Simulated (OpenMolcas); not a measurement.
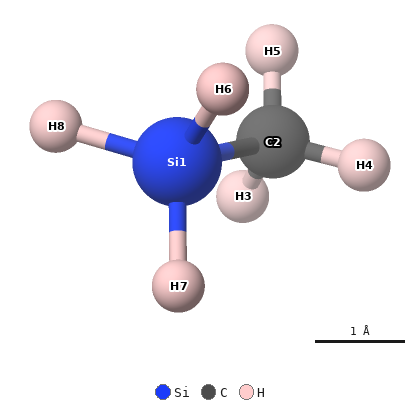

The structure as given in the input (ball-and-stick view, seen at a tilt; atoms are numbered from 1 in the order of the input). Bond lengths as drawn: C–H 1.09 Å, C–Si 1.90 Å and H–Si 1.47 Å.

# Excited-state calculation, with input and output: CH6Si (part 1 of 3)

- system: CH6Si, SMILES [H][Si]([H])([H])C
- method: CASPT2/ANO-L-VTZP (OpenMolcas 26.06)

Some settings of this run were made unusual or wrong on purpose. The geometry comes from this level: GFN2-xTB.

What the program printed:
```
--- Start Module: gateway ---

                                              &GATEWAY

                       available to each process: 1.9 GB of memory, 1 thread

++    Symmetry information:
      ---------------------

                    Character Table for C1

                             E
                    a        1  x, y, xy, Rz, z, xz, Ry, yz, Rx, I
--

++    Basis set information:
      ----------------------

      Basis set label: SI.ANO-L...5S4P2D1F.

      Electronic valence basis set:
      ------------------
      Associated Effective Charge  14.000000 au
      Associated Actual Charge     14.000000 au
      Nuclear Model: Point charge

      Shell  nPrim  nBasis  Cartesian Spherical Contaminant
         s      17       5        X
         p      12       4        X
         d       5       2                 X
         f       4       1                 X

      Basis set label: C.ANO-L...4S3P2D1F.

      Electronic valence basis set:
      ------------------
      Associated Effective Charge   6.000000 au
      Associated Actual Charge      6.000000 au
      Nuclear Model: Point charge

      Shell  nPrim  nBasis  Cartesian Spherical Contaminant
         s      14       4        X
         p       9       3        X
         d       4       2                 X
         f       3       1                 X

      Basis set label: H.ANO-L...3S2P1D.

      Electronic valence basis set:
      ------------------
      Associated Effective Charge   1.000000 au
      Associated Actual Charge      1.000000 au
      Nuclear Model: Point charge

      Shell  nPrim  nBasis  Cartesian Spherical Contaminant
         s       8       3        X
         p       4       2        X
         d       3       1                 X
--

++    Molecular structure info:
      -------------------------

                    ************************************************
                    **** Cartesian Coordinates / bohr, angstrom ****
                    ************************************************

     Center  Label                x              y              z                     x              y              z
        1      SI1             -0.003666       0.005745      -1.722731             -0.001940       0.003040      -0.911630
        2      C2               0.004271      -0.006520       1.859094              0.002260      -0.003450       0.983790
        3      H3              -1.904617       0.085038       2.609107             -1.007880       0.045000       1.380680
        4      H4               1.041541       1.599540       2.608257              0.551160       0.846440       1.380230
        5      H5               0.880688      -1.710807       2.595955              0.466040      -0.905320       1.373720
        6      H6               2.602531      -0.047753      -2.656445              1.377200      -0.025270      -1.405730
        7      H7              -1.261260       2.295961      -2.638738             -0.667430       1.214970      -1.396360
        8      H8              -1.359488      -2.221203      -2.654498             -0.719410      -1.175410      -1.404700

                    ***************************************
                    *    InterNuclear Distances / bohr    *
                    ***************************************

               1 SI1           2 C2            3 H3            4 H4            5 H5            6 H6
    1 SI1      0.000000
    2 C2       3.581854        0.000000
    3 H3       4.731250        2.052987        0.000000
    4 H4       4.731817        2.053437        3.312638        0.000000
    5 H5       4.730716        2.053209        3.314084        3.314275        0.000000
    6 H6       2.768925        5.209870        6.932392        5.733005        5.772191        0.000000
    7 H7       2.768700        5.208980        5.730791        5.772248        6.931387        4.519091
    8 H8       2.768707        5.209335        5.772474        6.932504        5.731156        4.519013

               7 H7            8 H8
    7 H7       0.000000
    8 H8       4.518259        0.000000

                    *******************************************
                    *    InterNuclear Distances / angstrom    *
                    *******************************************

               1 SI1           2 C2            3 H3            4 H4            5 H5            6 H6
    1 SI1      0.000000
    2 C2       1.895436        0.000000
    3 H3       2.503670        1.086394        0.000000
    4 H4       2.503970        1.086632        1.752972        0.000000
    5 H5       2.503387        1.086511        1.753738        1.753839        0.000000
    6 H6       1.465252        2.756944        3.668464        3.033775        3.054512        0.000000
    7 H7       1.465133        2.756473        3.032604        3.054542        3.667932        2.391400
    8 H8       1.465137        2.756661        3.054662        3.668523        3.032797        2.391359

               7 H7            8 H8
    7 H7       0.000000
    8 H8       2.390960        0.000000

                    **************************************
                    *    Valence Bond Angles / degree    *
                    **************************************
                          Atom centers                 Phi
                      6 H6       1 SI1      7 H7       109.39
                      6 H6       1 SI1      8 H8       109.38
                      7 H7       1 SI1      8 H8       109.36
                      3 H3       2 C2       4 H4       107.55
                      3 H3       2 C2       5 H5       107.63
                      4 H4       2 C2       5 H5       107.62
--

            Nuclear Potential Energy             62.76500656 au

--- Stop Module: gateway /rc=_RC_ALL_IS_WELL_ ---
--- Module gateway spent 1 second ---

--- Start Module: seward ---

                                              &SEWARD

                       available to each process: 1.9 GB of memory, 1 thread

               SEWARD will generate:
                  Multipole Moment integrals up to order  2
                  Kinetic Energy integrals
                  Nuclear Attraction integrals (point charge)
                  One-Electron Hamiltonian integrals
                  Velocity integrals
                  Orbital angular momentum around ( -0.0011   0.0018  -0.5655 )
                  Velocity quadrupole around ( -0.0011   0.0018  -0.5655 )
                  RI decomposed two-electron repulsion integrals stored Cholesky style
                   - acCD auxiliary basis
                   - CD Threshold:   1.00E-04

                   Integrals are discarded if absolute value <: 1.00E-14
                   Integral cutoff threshold is set to       <: 1.00E-16

            Nuclear Potential Energy             62.76500656 au

      Basis set specifications :
      Symmetry species         a
      Basis functions          148

--- Stop Module: seward /rc=_RC_ALL_IS_WELL_ ---
--- Module seward spent 5 seconds ---

--- Start Module: rasscf ---

                                              &RASSCF

                       available to each process: 1.9 GB of memory, 1 thread

      Header of the ONEINT file:
      --------------------------

      OrdInt status: non-squared

      Cartesian coordinates in angstrom:
      -----------------------------------------------------
      No.  Label        X            Y            Z
      -----------------------------------------------------
       1   SI1       -0.00194000   0.00304000  -0.91163000
       2   C2         0.00226000  -0.00345000   0.98379000
       3   H3        -1.00788000   0.04500000   1.38068000
       4   H4         0.55116000   0.84644000   1.38023000
       5   H5         0.46604000  -0.90532000   1.37372000
       6   H6         1.37720000  -0.02527000  -1.40573000
       7   H7        -0.66743000   1.21497000  -1.39636000
       8   H8        -0.71941000  -1.17541000  -1.40470000
      -----------------------------------------------------
      Nuclear repulsion energy =   62.76500656

++    Wave function specifications:
      -----------------------------

      Number of closed shell electrons          24
      Number of electrons in active shells       2
      Max number of holes in RAS1 space          0
      Max nr of electrons in RAS3 space          0
      Number of inactive orbitals               12
      Number of active orbitals                  2
      Number of secondary orbitals             134
      Spin quantum number                      0.0
      State symmetry                             1
--

++    Orbital specifications:
      -----------------------

      Symmetry species                           1
                                                 a
      Frozen orbitals                            0
      Inactive orbitals                         12
      Active orbitals                            2
      RAS1 orbitals                              0
      RAS2 orbitals                              2
      RAS3 orbitals                              0
      Secondary orbitals                       134
      Deleted orbitals                           0
      Number of basis functions                148
--

++    CI expansion specifications:
      ----------------------------

      Number of CSFs                             3
      Number of spin combinations                3
      Number of determinants                     4
      Number of root(s) required                 3
      Root chosen for geometry opt.              3
      CI roots used                              1     2     3
      weights                                0.333 0.333 0.333
      highest root included in the CI            3
      max. size of the explicit Hamiltonian      3
--

++    Optimization specifications:
      ----------------------------

      RASSCF algorithm: LK RI/DF
      Maximum number of macro iterations       200
      Maximum number of SX iterations          100
      Threshold for RASSCF energy            1.000E-08
      Threshold for max MO rotation          1.000E-01
      Threshold for max BLB element          1.000E-04
      Level shift parameter                  5.000E-01
      Make Quasi-Newton update
--

      The MO-coefficients are taken from the file:
      step2.RasOrb
      Title: RASSCF average (pseudo-natural) orbitals

      Total molecular charge    0.00

      ************************************************************************************************************************
      *                                            Wave function control section                                             *
      ************************************************************************************************************************

                                         RASSCF iterations: Energy and convergence statistics
                                         ----------------------------------------------------

          iter iter root      energy       change     param      element    value   shift minimum  type update hh:mm:ss
 Nr of preliminary CI iterations:   1
        1   1    3    0  -329.96632864    0.00E+00  -1.96E-05   11  13 1 -1.37E-05   0.31   0.00    SX    NO    0:00:01
        2   1    3    0  -329.96632865   -1.04E-09  -1.90E-05   11  13 1 -1.33E-05   0.31   0.00    SX    NO    0:00:00
        3   1    3    0  -329.96632865   -7.72E-10  -1.85E-05   11  13 1 -1.29E-05   0.31   0.00    SX    NO    0:00:00
        4   1    3    0  -329.96632865   -6.59E-10  -1.79E-05   11  13 1 -1.25E-05   0.31   0.00    SX    NO    0:00:00
      Convergence after  4 iterations
        5   1    3    0  -329.96632865   -5.89E-10  -1.79E-05   11  13 1 -1.21E-05   0.31   0.00    SX    NO    0:00:00

      ************************************************************************************************************************
                                                      Wave function printout:
                       occupation of active orbitals, and spin coupling of open shells (u,d: Spin up or down)
      ************************************************************************************************************************

      Note: transformation to natural orbitals
      has been made, which may change the order of the CSFs.

      printout of CI-coefficients larger than  0.05 for root  1
      energy=    -330.302642
      conf/sym  11     Coeff  Weight
             1  20   0.97034 0.94157
             2  ud   0.24120 0.05818

      printout of CI-coefficients larger than  0.05 for root  2
      energy=    -330.012917
      conf/sym  11     Coeff  Weight
             1  20  -0.23889 0.05707
             2  ud   0.94679 0.89642
             3  02   0.21567 0.04652

      printout of CI-coefficients larger than  0.05 for root  3
      energy=    -329.583426
      conf/sym  11     Coeff  Weight
             2  ud  -0.21309 0.04541
             3  02   0.97634 0.95323

      Natural orbitals and occupation numbers for root  1
      sym 1:   1.999629   0.000371

      Natural orbitals and occupation numbers for root  2
      sym 1:   1.032826   0.967174

      Natural orbitals and occupation numbers for root  3
      sym 1:   0.000356   1.999644

      ************************************************************************************************************************
      *                                                    Final results                                                     *
      ************************************************************************************************************************
```
